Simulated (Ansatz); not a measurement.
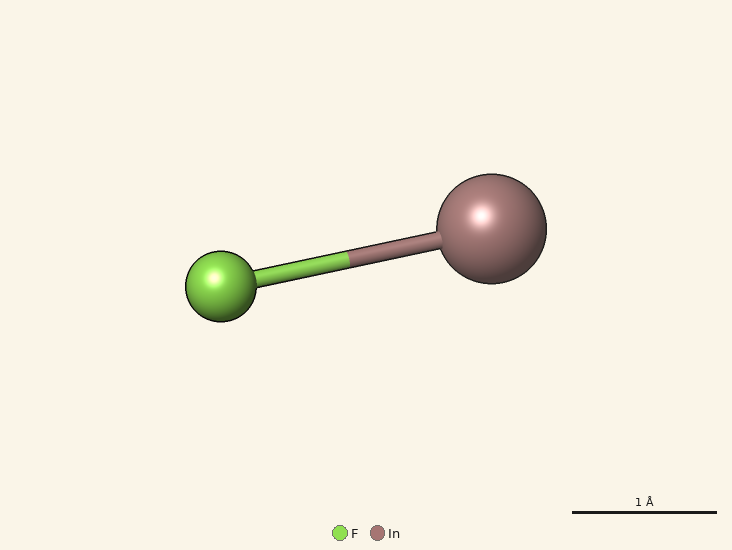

Starting geometry of the run.

Input file:

```yaml
crystal:
  periodic: [false, false, false]
  atoms:
    - {symbol: F, position_ang: [0.000000, 0.000000, 0.015883]}
    - {symbol: In, position_ang: [-0.000000, -0.000000, 2.009607]}
basis:
  gaussian: {orbitals: def2-SVP}
hamiltonian: {xc: {name: revPBE0}, dispersion: d4}
```

Command:

```sh
ansatz run in.yaml --threads 2 --pin off --events-out ev --progress --plain --max-ram 32768MiB --backend cpu
```

Output:

```
Functional definition: revPBE0
  name "revPBE0"
  cite "Zhang & Yang, Phys. Rev. Lett. 80, 890 (1998) doi:10.1103/PhysRevLett.80.890"
  cite "Adamo & Barone, J. Chem. Phys. 110, 6158 (1999) doi:10.1063/1.478522"
  cite "Perdew, Burke & Ernzerhof, Phys. Rev. Lett. 77, 3865 (1996) doi:10.1103/PhysRevLett.77.3865"
  parameter a = 0.25
  parameter kappa = 1.245
  parameter beta = 0.06672455060314922
  exchange = (1 - a)*pbe_x(kappa = kappa, mu = beta*pi^2/3) + a*exact_x
  correlation = pbe_c(beta = beta)
469 factors; integrals over basis functions are off by at most 2.8e-4 eV
mean field evaluation 1: about -7886.4737 eV, gradient 4.1e1 eV
mean field evaluation 2: about -7828.8522 eV, gradient 1.8e2 eV
mean field evaluation 4: about -7889.5096 eV, gradient 2.3e0 eV
mean field evaluation 8: about -7889.5245 eV, gradient 4.0e-2 eV
mean field -7889.52448023 eV, -289.9346769366 hartree, gradient 3.2e-5 eV, S^2 0.000000; 0 other end points of the search recorded, 0 dependent functions left out
reference -7889.52451053 eV, -289.9346780500 hartree; 15, 15 occupied and 25, 25 virtual orbitals, 469 factors
Total energy: -7889.57734772 eV, -289.9366197810 hartree
```

The calculation finished and met its thresholds.
